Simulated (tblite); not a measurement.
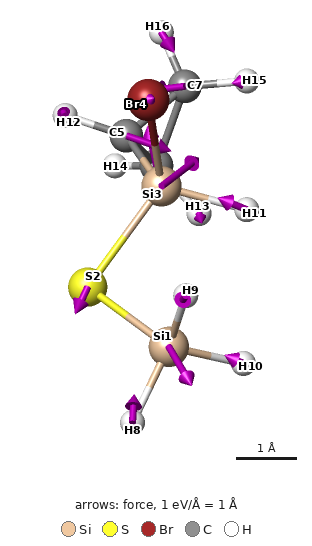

Starting geometry of C₃H₉BrSSi₂ with the computed forces as purple arrows. The picture is a ball-and-stick view, seen from a free direction.

Level of theory: tblite, GFN2-xTB geometry optimisation, gas phase. 

Is this structure relaxed? If not, where do the atoms go?

It isn't relaxed: the largest force vector, on a Si atom, is 1.25 eV/Å. The final displacements have little in common with the starting forces (cosine between the two patterns 0.10). After 142 geometry steps the energy has fallen by 4.08 kcal/mol. The largest move after the best rigid fit is that of the Br atom, 0.95 Å. By element the largest moves are Br 0.95 Å, H 0.85 Å, Si 0.50 Å, S 0.38 Å, C 0.27 Å. Some distances before and after: H–Si 1.486 → 1.455 Å, S–Si 2.112 → 2.142 Å, Br–Si 2.210 → 2.231 Å, C–Si 1.886 → 1.866 Å. Among the angles between lasting bonds that change: Si–S–Si 95.3° → 104.1°, S–Si–H 109.2° → 101.6°, Br–Si–H 109.9° → 103.3°. Groups turn about S–Si by about 30°. The run took 1.9 s on 1 thread of Intel(R) Xeon(R) Processor @ 2.70GHz, with other jobs on the host.
